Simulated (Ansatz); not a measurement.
A series of calculations on SiNH2BrF2

**1. Relaxation**

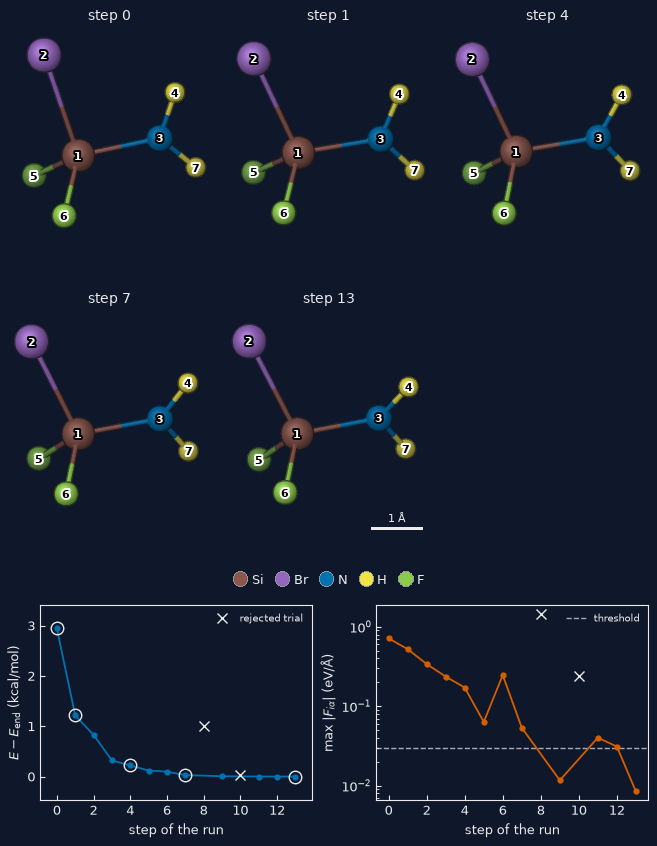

Frames of a relaxation of SiNH2BrF2, marked on the history of the run. A ball-and-stick model, seen at a tilt.

The run prepares an end point of a later path (reaction) calculation, from a guessed geometry.

Method: Ansatz 0.2.0, UKS B3LYP-D4/def2-mTZVP.

Input file:
```yaml
crystal:
  periodic: [false, false, false]
  atoms:
    - { symbol: Si, position_ang: [-0.514307, 0.086445, 0.348138] }
    - { symbol: Br, position_ang: [0.819829, 1.071524, 1.908664] }
    - { symbol: "N", position_ang: [0.609969, -0.2715, -0.836471] }
    - { symbol: H, position_ang: [1.566682, -0.078546, -0.560768] }
    - { symbol: F, position_ang: [-1.688092, 1.053482, -0.118466] }
    - { symbol: F, position_ang: [-1.281958, -1.151639, 0.993923] }
    - { symbol: H, position_ang: [0.487877, -0.709567, -1.73502] }
magnetization:
  spin_polarized: true
basis:
  gaussian: { orbitals: def2-mTZVP }
hamiltonian:
  xc: b3lyp
  dispersion: d4
relax:
  f_tol: 0.03
  max_steps: 50
```

Launched with:
```bash
ansatz run input.yaml --threads 4 --pin off --max-ram 5120MiB --backend cpu --events-out ev --progress --plain --runs-dir out
```

Describe the path.

The largest move after the best rigid fit is that of H4, 0.40 Å. Largest moves by element: H 0.40 Å, Br 0.28 Å, F 0.16 Å, Si 0.10 Å, N 0.06 Å. Some distances before and after: Si1–Br2 2.277 → 2.207 Å, Si1–N3 1.672 → 1.684 Å, N3–H4 1.014 → 1.009 Å. Bond angles that change, for instance: Br2–Si1–N3 100.6° → 110.2°, Si1–N3–H4 113.6° → 122.8°, Si1–N3–H7 130.1° → 122.2°. Groups turn about Si1–N3 by about 25°. After 11 accepted moves (13 points after the start) the energy has fallen by 2.94 kcal/mol. Largest force component: 0.72 eV/Å at the start, 0.0085 eV/Å at the end. The line search rejected the trial steps at points 8, 10 of the run. The forces were under the threshold at step 9, but the run went on from there. From step 0 to 1: Br2 moves most (0.20 Å), energy −1.73 kcal/mol. From step 1 to 4: H7 moves most (0.07 Å), energy −0.99 kcal/mol. From step 4 to 7: H4 moves most (0.18 Å), energy −0.19 kcal/mol. From step 7 to 13: H4 moves most (0.11 Å), energy −0.03 kcal/mol.

```tsv
step	E − E(0), kcal/mol	largest force component, eV/Å	note
0	0.00	0.7161	
1	-1.73	0.5231	
2	-2.12	0.3396	
3	-2.62	0.2364	
4	-2.72	0.1717	
5	-2.82	0.0635	
6	-2.84	0.2463	
7	-2.91	0.0537	
8	-1.95	1.4644	rejected
9	-2.94	0.0117	
10	-2.92	0.2417	rejected
11	-2.94	0.0402	
12	-2.94	0.0311	
13	-2.94	0.0085
```

**2. Relaxation**

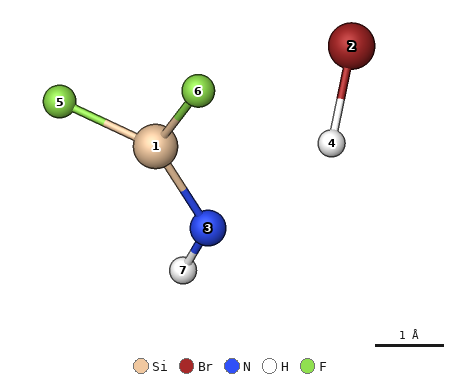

SiNH2BrF2, before the relaxation. Style: ball-and-stick. Shown at a tilt.

The run prepares an end point of a later path (reaction) calculation, from a guessed geometry.

The calculation used UKS B3LYP-D4/def2-mTZVP in Ansatz 0.2.0.

Input
```yaml
crystal:
  periodic: [false, false, false]
  atoms:
    - { symbol: Si, position_ang: [-0.980592, -0.208825, -0.168813] }
    - { symbol: Br, position_ang: [1.808324, 1.069114, 1.732546] }
    - { symbol: "N", position_ang: [0.299872, -0.612427, -0.997911] }
    - { symbol: H, position_ang: [1.826619, 0.142843, 0.570679] }
    - { symbol: F, position_ang: [-2.207556, 0.759028, -0.448062] }
    - { symbol: F, position_ang: [-1.244487, -0.815278, 1.262146] }
    - { symbol: H, position_ang: [0.497821, -0.334255, -1.950585] }
magnetization:
  spin_polarized: true
basis:
  gaussian: { orbitals: def2-mTZVP }
hamiltonian:
  xc: b3lyp
  dispersion: d4
relax:
  f_tol: 0.03
  max_steps: 50
output:
  orbitals: {}
```

Launched with:
```bash
ansatz run input.yaml --threads 4 --pin off --max-ram 5120MiB --backend cpu --events-out ev --progress --plain --runs-dir out
```

### Where does the relaxation end?

The energy falls by 3.52 kcal/mol in 15 accepted moves (16 points after the start). The largest force component goes from 0.58 to 0.028 eV/Å. The line search rejected the trial step at point 9 of the run. The largest move after the best rigid fit is that of F5, 1.29 Å. By element the largest moves are F 1.29 Å, Br 1.16 Å, N 0.75 Å, H 0.56 Å, Si 0.21 Å. Near-neighbour distances that change, for instance: Br2–H4 1.486 → 1.499 Å, Si1–F5 1.588 → 1.580 Å, Si1–N3 1.578 → 1.583 Å, Si1–F6 1.576 → 1.572 Å.

Step by step:

| step | E − E(0), kcal/mol | largest force component, eV/Å | note |
| --- | --- | --- | --- |
| 0 | 0.00 | 0.5814 |  |
| 1 | -0.21 | 0.2976 |  |
| 2 | -0.85 | 0.3334 |  |
| 3 | -1.17 | 0.2095 |  |
| 4 | -1.69 | 0.3251 |  |
| 5 | -2.22 | 0.3663 |  |
| 6 | -2.70 | 0.2830 |  |
| 7 | -3.02 | 0.4088 |  |
| 8 | -3.36 | 0.0867 |  |
| 9 | -3.12 | 1.0541 | rejected |
| 10 | -3.40 | 0.0636 |  |
| 11 | -3.45 | 0.1190 |  |
| 12 | -3.47 | 0.1262 |  |
| 13 | -3.50 | 0.0869 |  |
| 14 | -3.51 | 0.0649 |  |
| 15 | -3.52 | 0.0556 |  |
| 16 | -3.52 | 0.0276 |  |

The structure at the end:

```xyz
7

Si   -1.1870   -0.1649   -0.1730
Br    2.7357    0.4164    1.4831
N     0.3266    0.0226   -0.5979
H     1.6101    0.2316    0.5108
F    -2.5167   -0.3663   -1.0033
F    -1.6110   -0.1763    1.3408
H     0.6423    0.0372   -1.5606
```

After the run, drawn alike:

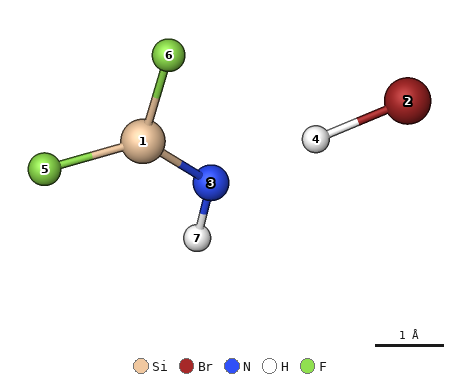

Limits of the set-up: the start holds two separate molecules, 2.3 Å apart at their closest, whose relative position is a soft coordinate.

**3. Path**

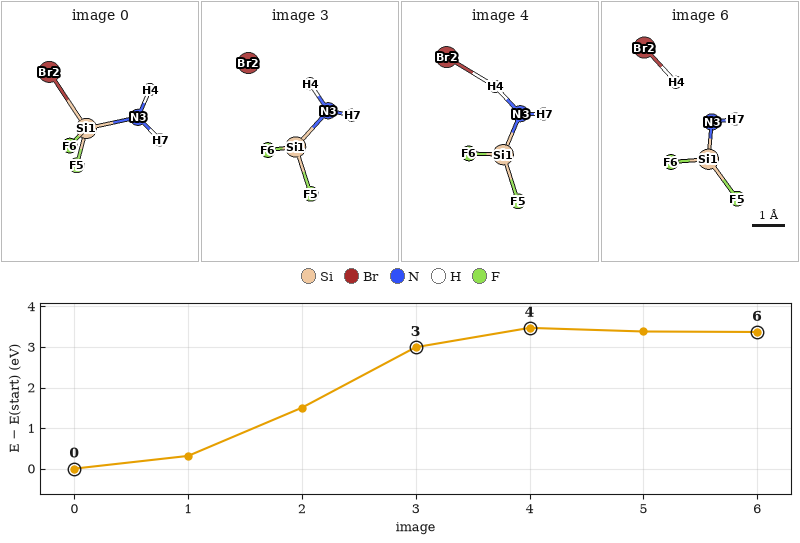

A search for the minimum-energy path of SiNH$_{2}$BrF$_{2}$ by the nudged elastic band. Images are numbered from 0 (start) to 6 (end). A ball-and-stick model, seen face on.

Level of theory: UKS B3LYP-D4/def2-mTZVP in Ansatz.

Input file:
```yaml
crystal:
  periodic: [false, false, false]
  atoms:
    - { symbol: Si, position_ang: [-0.432857, 0.115916, 0.39975] }
    - { symbol: Br, position_ang: [0.590628, 1.190866, 2.033682] }
    - { symbol: "N", position_ang: [0.651512, -0.215953, -0.845369] }
    - { symbol: H, position_ang: [1.618644, -0.449116, -0.679231] }
    - { symbol: F, position_ang: [-1.639056, 0.973952, -0.190194] }
    - { symbol: F, position_ang: [-1.133352, -1.159397, 1.058587] }
    - { symbol: H, position_ang: [0.344481, -0.456068, -1.777225] }
magnetization:
  spin_polarized: true
basis:
  gaussian: { orbitals: def2-mTZVP }
hamiltonian:
  xc: b3lyp
  dispersion: d4
neb:
  order_check: false
  images: 5
  f_tol: 0.05
  max_iterations: 60
  final_atoms:
    - { symbol: Si, position_ang: [-1.18411092, -0.15252178, -0.20170687] }
    - { symbol: Br, position_ang: [2.71365781, 0.30672126, 1.54884045] }
    - { symbol: "N", position_ang: [0.33493387, 0.06744192, -0.58980656] }
    - { symbol: H, position_ang: [1.60225267, 0.19419447, 0.54955323] }
    - { symbol: F, position_ang: [-2.50151618, -0.29248339, -1.06353658] }
    - { symbol: F, position_ang: [-1.6294304, -0.27734502, 1.30081198] }
    - { symbol: H, position_ang: [0.66421315, 0.15419254, -1.54415565] }
  initial_path:
    images:
      - { positions_ang: [[-0.432857, 0.115916, 0.39975], [0.590628, 1.190866, 2.033682], [0.651512, -0.215953, -0.845369], [1.618644, -0.449116, -0.679231], [-1.639056, 0.973952, -0.190194], [-1.133352, -1.159397, 1.058587], [0.344481, -0.456068, -1.777225]] }
      - { positions_ang: [[-0.52391675, 0.05751433, 0.31615707], [0.81514836, 1.11857006, 1.91370834], [0.6264019, -0.25385755, -0.84857937], [1.60168412, -0.23059727, -0.50008793], [-1.71882726, 0.97956325, -0.14265873], [-1.24144032, -1.15278092, 1.04923522], [0.44094994, -0.51821191, -1.78777459]] }
      - { positions_ang: [[-0.61497649, -0.00088734, 0.23256413], [1.03966873, 1.04627412, 1.79373468], [0.60129179, -0.2917621, -0.85178975], [1.58472425, -0.01207854, -0.32094486], [-1.79859852, 0.9851745, -0.09512346], [-1.34952863, -1.14616484, 1.03988344], [0.53741887, -0.58035581, -1.79832418]] }
      - { positions_ang: [[-0.70603624, -0.059289, 0.1489712], [1.26418909, 0.97397819, 1.67376102], [0.57618169, -0.32966665, -0.85500012], [1.56776437, 0.2064402, -0.1418018], [-1.87836978, 0.99078576, -0.04758818], [-1.45761695, -1.13954877, 1.03053166], [0.63388781, -0.64249972, -1.80887378]] }
      - { positions_ang: [[-0.86539446, -0.0903666, 0.03207851], [1.74734533, 0.75155921, 1.63212083], [0.49576575, -0.19729712, -0.76660227], [1.57926047, 0.20235829, 0.08864988], [-2.08608525, 0.56302938, -0.38623765], [-1.5148881, -0.85214752, 1.1206251], [0.64399626, -0.37693563, -1.7206344]] }
      - { positions_ang: [[-1.02475269, -0.12144419, -0.08481418], [2.23050157, 0.52914023, 1.59048064], [0.41534981, -0.0649276, -0.67820441], [1.59075657, 0.19827638, 0.31910155], [-2.29380071, 0.13527299, -0.72488712], [-1.57215925, -0.56474627, 1.21071854], [0.6541047, -0.11137154, -1.63239502]] }
      - { positions_ang: [[-1.18411092, -0.15252178, -0.20170687], [2.71365781, 0.30672126, 1.54884045], [0.33493387, 0.06744192, -0.58980656], [1.60225267, 0.19419447, 0.54955323], [-2.50151618, -0.29248339, -1.06353658], [-1.6294304, -0.27734502, 1.30081198], [0.66421315, 0.15419254, -1.54415565]] }
```

Run as
```bash
ansatz run input.yaml --threads 4 --pin off --max-ram 5120MiB --backend cpu --events-out ev --progress --plain --runs-dir out
```

> Describe the mechanism and the energy profile.

The energy climbs by 3.47 eV to image 4 and then falls by 0.10 eV, so the end point sits at +3.37 eV. Breaking: N3–H4 (1.01 → 1.19 at the top → 1.71 Å), Si1–Br2 (2.21 → 3.72 at the top → 4.30 Å). Forming: Br2–H4 (3.33 → 1.81 at the top → 1.50 Å). The band is converged. At the top, the vibrational analysis gives one imaginary mode (114i cm⁻¹), as a transition state must have.
